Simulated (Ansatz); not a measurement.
**Si2H6O3: one species, many methods, part 1 of 2**

How much do the methods differ for Si2H6O3? The plan is to run it at one geometry with functionals of several rungs and with coupled cluster. The yardstick is the atomisation energy at the CCSD(T) limit.

Computed with Ansatz 0.2.0, Gaussian basis. Level: functionals in def2-TZVPP, the program's frozen cores in correlated methods.

Plan: PBE-D4, r2SCAN-D4, PBE0-D4, B3LYP-D4, ωB97X-V, ωB97M-V, B2PLYP; CCSD(T)/def2-TZVPP; MP2/def2-QZVPP; extrapolation to the limit.

### Step 1. The relaxed structure

An earlier PBE0-D4 in a triple-zeta def2 set relaxation fixed the geometry.

SMILES `O[SiH2][SiH](O)O`, 11 atoms, charge 0, spin multiplicity 1.

Atoms are counted from 1 here; the program's logs count them from 0.

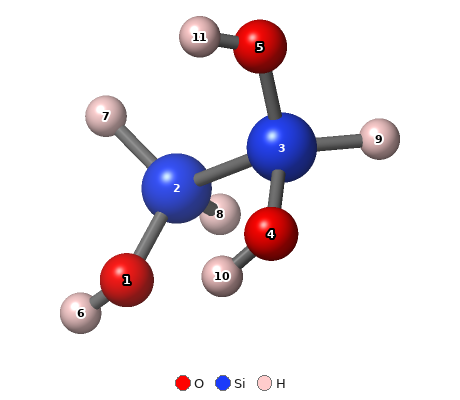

The structure; oxygen red, silicon blue, hydrogen pink; atoms are numbered from 1 in the order of the file.

As a file:

```xyz
11
H6O3Si2
O    -1.5200   -0.1603   -1.2079
Si   -1.2011   -0.1424    0.4301
Si    1.0726    0.4864    0.3899
O     1.3190    0.8295   -1.2004
O     2.0836   -0.6790    0.9554
H    -2.4084   -0.3671   -1.5012
H    -1.4597   -1.4878    1.0245
H    -2.1047    0.8152    1.1325
H     1.4181    1.6644    1.2163
H     0.5770    0.6113   -1.7734
H     2.0489   -1.5431    0.5424
```

### Step 2. PBE-D4 (GGA)

Contents of in.yaml:

```yaml
crystal:
  periodic: [false, false, false]
  atoms:
    - {symbol: O, position_ang: [-1.520010, -0.160349, -1.207925]}
    - {symbol: Si, position_ang: [-1.201128, -0.142421, 0.430073]}
    - {symbol: Si, position_ang: [1.072593, 0.486382, 0.389939]}
    - {symbol: O, position_ang: [1.319000, 0.829485, -1.200438]}
    - {symbol: O, position_ang: [2.083618, -0.679019, 0.955366]}
    - {symbol: H, position_ang: [-2.408444, -0.367134, -1.501205]}
    - {symbol: H, position_ang: [-1.459668, -1.487751, 1.024491]}
    - {symbol: H, position_ang: [-2.104711, 0.815158, 1.132487]}
    - {symbol: H, position_ang: [1.418121, 1.664353, 1.216255]}
    - {symbol: H, position_ang: [0.577018, 0.611320, -1.773357]}
    - {symbol: H, position_ang: [2.048911, -1.543124, 0.542416]}
basis:
  gaussian: {orbitals: def2-TZVPP}
hamiltonian: {xc: pbe, dispersion: d4}
output: {forces: true, orbitals: {seedname: orbitals}}
```

Started as:

```sh
> ansatz run in.yaml --threads 4 --pin off --events-out ev --progress --plain --max-ram 10444MiB
```

Standard output (excerpt; [...] marks lines left out):

```text
Functional definition: PBE
  name "PBE"
  cite "Perdew, Burke & Ernzerhof, Phys. Rev. Lett. 77, 3865 (1996) doi:10.1103/PhysRevLett.77.3865"
  parent pbe
[...]
1383 factors; their error is unknown
[...]
mean field -21986.35332499 eV, -807.9835818079 hartree, gradient 2.9e-5 eV, S^2 0.000000; 0 other end points of the search recorded, 0 dependent functions left out
[...]
reference -21986.35336932 eV, -807.9835834371 hartree; 29, 29 occupied and 232, 232 virtual orbitals, 1383 factors
Total energy: -21986.59351457 eV, -807.9924086119 hartree
Atom 0 at    -1.520010    -0.160349    -1.207925 Å, force     0.327027     0.094036    -0.363057 eV/Å
Atom 1 at    -1.201128    -0.142421     0.430073 Å, force     0.103978     0.028157     0.325516 eV/Å
Atom 2 at     1.072593     0.486382     0.389939 Å, force    -0.367679     0.108359     0.216298 eV/Å
Atom 3 at     1.319000     0.829485    -1.200438 Å, force     0.422628     0.248273    -0.264432 eV/Å
Atom 4 at     2.083618    -0.679019     0.955366 Å, force     0.370853     0.055650     0.399297 eV/Å
Atom 5 at    -2.408444    -0.367134    -1.501205 Å, force    -0.417797    -0.098690    -0.148420 eV/Å
Atom 6 at    -1.459668    -1.487751     1.024491 Å, force    -0.026447    -0.152268     0.084517 eV/Å
Atom 7 at    -2.104711     0.815158     1.132487 Å, force    -0.105043     0.107520     0.100640 eV/Å
Atom 8 at     1.418121     1.664353     1.216255 Å, force     0.062660     0.128252     0.102697 eV/Å
Atom 9 at     0.577018     0.611320    -1.773357 Å, force    -0.347066    -0.104027    -0.270313 eV/Å
Atom 10 at     2.048911    -1.543124     0.542416 Å, force    -0.023112    -0.415263    -0.182744 eV/Å
Dipole moment:    -0.517539    -0.328843    -0.196595 e Å
```

Run time: 1 s. Hardware: 4 threads of AMD EPYC 9R45, shared host.

Atomisation energy: 3990.5 kJ/mol (free atoms -21945.235 eV, run apart). HOMO -6.40 eV, LUMO -1.48 eV.

### Step 3. r2SCAN-D4 (meta-GGA)

Edit in.yaml of step 2 so:

```diff
@@ -16,3 +16,3 @@
   gaussian: {orbitals: def2-TZVPP}
-hamiltonian: {xc: pbe, dispersion: d4}
+hamiltonian: {xc: r2scan, dispersion: d4}
 output: {forces: true, orbitals: {seedname: orbitals}}
```

The command is unchanged.

Standard output (excerpt; [...] marks lines left out):

```text
Functional definition: r2SCAN
  name "r2SCAN"
  cite "Furness, Kaplan, Ning, Perdew & Sun, J. Phys. Chem. Lett. 11, 8208 (2020) doi:10.1021/acs.jpclett.0c02405"
  cite "Furness, Kaplan, Ning, Perdew & Sun, J. Phys. Chem. Lett. 11, 9248 (2020) doi:10.1021/acs.jpclett.0c03077"
  parent r2scan
[...]
1383 factors; their error is unknown
[...]
mean field -21996.82380214 eV, -808.3683647459 hartree, gradient 2.5e-5 eV, S^2 0.000000; 0 other end points of the search recorded, 0 dependent functions left out
[...]
reference -21996.82381534 eV, -808.3683652309 hartree; 29, 29 occupied and 232, 232 virtual orbitals, 1383 factors
Total energy: -21996.88247319 eV, -808.3705208674 hartree
Atom 0 at    -1.520010    -0.160349    -1.207925 Å, force     0.026374     0.011450    -0.060254 eV/Å
Atom 1 at    -1.201128    -0.142421     0.430073 Å, force    -0.004915     0.008672     0.057311 eV/Å
Atom 2 at     1.072593     0.486382     0.389939 Å, force    -0.072719     0.033412     0.079651 eV/Å
Atom 3 at     1.319000     0.829485    -1.200438 Å, force     0.014481     0.020123    -0.069786 eV/Å
Atom 4 at     2.083618    -0.679019     0.955366 Å, force     0.071792    -0.012210     0.036608 eV/Å
Atom 5 at    -2.408444    -0.367134    -1.501205 Å, force    -0.034904    -0.010444    -0.011578 eV/Å
Atom 6 at    -1.459668    -1.487751     1.024491 Å, force     0.000463     0.013287     0.003786 eV/Å
Atom 7 at    -2.104711     0.815158     1.132487 Å, force     0.002721    -0.015867     0.003336 eV/Å
Atom 8 at     1.418121     1.664353     1.216255 Å, force     0.008955    -0.018961    -0.013287 eV/Å
Atom 9 at     0.577018     0.611320    -1.773357 Å, force    -0.006210     0.001279    -0.018608 eV/Å
Atom 10 at     2.048911    -1.543124     0.542416 Å, force    -0.006039    -0.030741    -0.007180 eV/Å
Dipole moment:    -0.539031    -0.337199    -0.196468 e Å
```

Run time: 1.6 s. Hardware: 4 threads of AMD EPYC 9R45, shared host.

With the free atoms at this level, -21955.723 eV in sum, the atomisation energy is 3971.3 kJ/mol. HOMO -6.67 eV, LUMO -1.11 eV.

### Step 4. PBE0-D4 (hybrid)

Edit in.yaml of step 3 so:

```diff
@@ -16,3 +16,3 @@
   gaussian: {orbitals: def2-TZVPP}
-hamiltonian: {xc: r2scan, dispersion: d4}
-output: {forces: true, orbitals: {seedname: orbitals}}
+hamiltonian: {xc: pbe0, dispersion: d4}
+output: {orbitals: {seedname: orbitals}}
```

Same command.

Standard output:

```text
Functional definition: PBE0
  name "PBE0"
  cite "Adamo & Barone, J. Chem. Phys. 110, 6158 (1999) doi:10.1063/1.478522"
  cite "Perdew, Burke & Ernzerhof, Phys. Rev. Lett. 77, 3865 (1996) doi:10.1103/PhysRevLett.77.3865"
  parent pbe
  parameter a = 0.25
  parameter kappa = 0.804
  parameter beta = 0.06672455060314922
  exchange = (1 - a)*pbe_x(kappa = kappa, mu = beta*pi^2/3) + a*exact_x
  correlation = pbe_c(beta = beta)
1389 factors; their error is unknown
mean field evaluation 1: about -21976.6472 eV, gradient 8.5e1 eV
mean field evaluation 2: about -21954.2556 eV, gradient 1.4e2 eV
mean field evaluation 4: about -21987.8847 eV, gradient 3.9e0 eV
mean field evaluation 8: about -21987.9111 eV, gradient 2.8e-1 eV
mean field evaluation 16: about -21987.9591 eV, gradient 2.1e-4 eV
mean field -21987.95913990 eV, -808.0425944174 hartree, gradient 4.0e-5 eV, S^2 0.000000; 0 other end points of the search recorded, 0 dependent functions left out
reference -21987.95917275 eV, -808.0425956247 hartree; 29, 29 occupied and 232, 232 virtual orbitals, 1389 factors
Total energy: -21988.16316691 eV, -808.0500922717 hartree
```

It took 1.2 s on 4 threads of AMD EPYC 9R45, shared host; peak memory 0.68 GiB.

With the free atoms at this level, -21947.642 eV in sum, the atomisation energy is 3909.7 kJ/mol. HOMO -7.66 eV, LUMO -0.63 eV.

### Step 5. B3LYP-D4 (hybrid)

B3LYP here takes the VWN-RPA correlation.

Edit in.yaml of step 4 so:

```diff
@@ -16,3 +16,3 @@
   gaussian: {orbitals: def2-TZVPP}
-hamiltonian: {xc: pbe0, dispersion: d4}
-output: {orbitals: {seedname: orbitals}}
+hamiltonian: {xc: {name: B3LYP}, dispersion: d4}
+output: {forces: true, orbitals: {seedname: orbitals}}
```

Launched as before.

Standard output (excerpt; [...] marks lines left out):

```text
Functional definition: B3LYP
  name "B3LYP"
  cite "Stephens, Devlin, Chabalowski & Frisch, J. Phys. Chem. 98, 11623 (1994) doi:10.1021/j100096a001"
  cite "Becke, Phys. Rev. A 38, 3098 (1988) doi:10.1103/PhysRevA.38.3098"
  cite "Lee, Yang & Parr, Phys. Rev. B 37, 785 (1988) doi:10.1103/PhysRevB.37.785"
  cite "Vosko, Wilk & Nusair, Can. J. Phys. 58, 1200 (1980) doi:10.1139/p80-159"
[...]
1389 factors; their error is unknown
[...]
mean field -22002.48713249 eV, -808.5764882976 hartree, gradient 4.8e-5 eV, S^2 0.000000; 0 other end points of the search recorded, 0 dependent functions left out
[...]
reference -22002.48740915 eV, -808.5764984645 hartree; 29, 29 occupied and 232, 232 virtual orbitals, 1389 factors
Total energy: -22002.87582018 eV, -808.5907723068 hartree
Atom 0 at    -1.520010    -0.160349    -1.207925 Å, force    -0.052940    -0.008231    -0.099032 eV/Å
Atom 1 at    -1.201128    -0.142421     0.430073 Å, force    -0.049393    -0.026893     0.244466 eV/Å
Atom 2 at     1.072593     0.486382     0.389939 Å, force    -0.049934     0.204579     0.175933 eV/Å
Atom 3 at     1.319000     0.829485    -1.200438 Å, force    -0.006202     0.016994    -0.125859 eV/Å
Atom 4 at     2.083618    -0.679019     0.955366 Å, force     0.068968    -0.107961     0.029882 eV/Å
Atom 5 at    -2.408444    -0.367134    -1.501205 Å, force    -0.020410    -0.004248    -0.063029 eV/Å
Atom 6 at    -1.459668    -1.487751     1.024491 Å, force     0.013505     0.075198    -0.031989 eV/Å
Atom 7 at    -2.104711     0.815158     1.132487 Å, force     0.048618    -0.053197    -0.037398 eV/Å
Atom 8 at     1.418121     1.664353     1.216255 Å, force    -0.018229    -0.061273    -0.045729 eV/Å
Atom 9 at     0.577018     0.611320    -1.773357 Å, force     0.024654     0.019301    -0.064701 eV/Å
Atom 10 at     2.048911    -1.543124     0.542416 Å, force     0.041365    -0.054268     0.017457 eV/Å
Dipole moment:    -0.560274    -0.334589    -0.171640 e Å
```

Wall time 1.8 s (4 threads of AMD EPYC 9R45, shared host); peak memory 0.76 GiB.

Atomisation energy: 3951.0 kJ/mol (free atoms -21961.927 eV, run apart). HOMO -7.48 eV, LUMO -0.86 eV.

### Step 6. ωB97X-V (range-separated)

Edit in.yaml of step 5 so:

```diff
@@ -16,3 +16,3 @@
   gaussian: {orbitals: def2-TZVPP}
-hamiltonian: {xc: {name: B3LYP}, dispersion: d4}
-output: {forces: true, orbitals: {seedname: orbitals}}
+hamiltonian: {xc: {name: wB97X-V}}
+output: {orbitals: {seedname: orbitals}}
```

The command is unchanged.

Standard output (excerpt; [...] marks lines left out):

```text
Functional definition: wB97X-V
  name "wB97X-V"
  cite "Mardirossian & Head-Gordon, Phys. Chem. Chem. Phys. 16, 9904 (2014) doi:10.1039/C3CP54374A"
  cite "Becke, J. Chem. Phys. 107, 8554 (1997) doi:10.1063/1.475007"
  cite "Vydrov & Van Voorhis, J. Chem. Phys. 133, 244103 (2010) doi:10.1063/1.3521275"
[...]
      + integral(e_c_pw_opposite_spin*poly(b97_u_opposite, cos0, cos1)) + vv10(b, c)
1389 factors; their error is unknown
311 factors; integrals over basis functions are off by at most 1.0e-5 eV
[...]
mean field -21996.65502556 eV, -808.3621623211 hartree, gradient 2.6e-5 eV, S^2 0.000000; 0 other end points of the search recorded, 0 dependent functions left out
reference -21996.65502338 eV, -808.3621622410 hartree; 29, 29 occupied and 232, 232 virtual orbitals, 1389 factors
Total energy: -21996.65502338 eV, -808.3621622410 hartree
```

Run time: 2.8 s. Hardware: 4 threads of AMD EPYC 9R45, shared host; peak memory 0.83 GiB.

With the free atoms at this level, -21955.321 eV in sum, the atomisation energy is 3988.1 kJ/mol. HOMO -9.97 eV, LUMO 1.37 eV.

(Continued in part 2 of 2.)
